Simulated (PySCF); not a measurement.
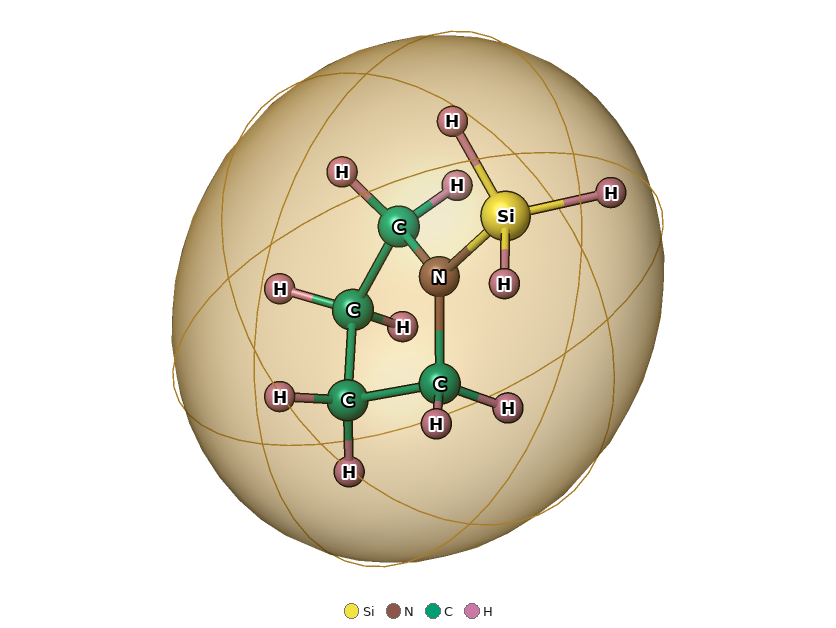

The ellipsoid shows the static dipole polarisability: its half-axes are proportional to the principal values. The computed structure is the end point of a GFN2-xTB optimisation. No frequency run is at hand to confirm it as a minimum. Level of theory: PBE0/def2-SVPD (PySCF 2.14.0).

Give the principal values, the mean and the anisotropy.

Principal values 69.7, 79.2, 92.0 bohr³; mean 80.3 bohr³ (11.90 Å³); anisotropy 19.4 bohr³, so the longest axis is 1.32 times the shortest.

The geometry is semi-empirical. Around Si such bond lengths and angles can be off by a tenth of an ångström or more and by several degrees, and values that hang on the shape move with them.
